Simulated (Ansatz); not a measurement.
## C2H6Cl2Si (dichlorodimethylsilane): a line through the functionals

C2H6Cl2Si: 11 atoms, total charge 0, spin state singlet. As SMILES, `C[Si](C)(Cl)Cl`. Geometry: relaxed at PBE0-D4/def2-TZVP.

The vertical ionisation energy (to the doublet cation) y, in eV, basis def2-SVP; a is the functional's share of exact exchange. Programs: Ansatz 0.2.0.

| functional | program | a | y (eV) |
| --- | --- | --- | --- |
| PBE | Ansatz | 0 | 9.94 |
| BLYP | Ansatz | 0 | 9.74 |
| B3LYP | Ansatz | 0.2 | ? |
| PBE0 | Ansatz | 0.25 | 10.50 |
| r2SCAN0 | Ansatz | 0.25 | 10.68 |
| BHLYP | Ansatz | 0.5 | 10.84 |

Fit y = c + s·a to the known rows and predict B3LYP.


1. Means of the 5 rows: a = 0.2000, y = 10.340.
2. Σ(Δa)² = 0.175, Σ(Δa·Δy) = 0.375, so the slope is 0.375/0.175 = 2.1429.
3. Intercept: 10.340 − (2.1429) × 0.2000 = 9.911. The largest residual of the fit is 0.23.
4. B3LYP: 9.911 + (2.1429) × 0.2 = 10.34 eV.

The run gave 10.37 eV, so the prediction is off by -0.03 eV, within the largest residual.

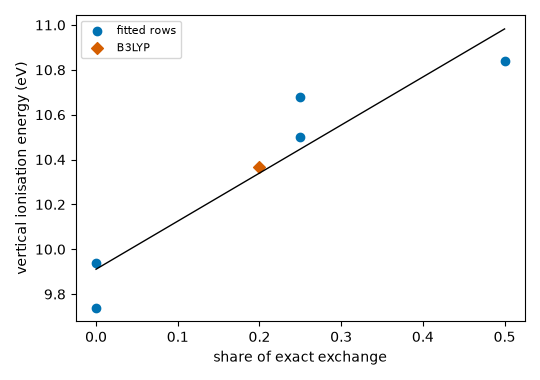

The fitted line, with the withheld row.
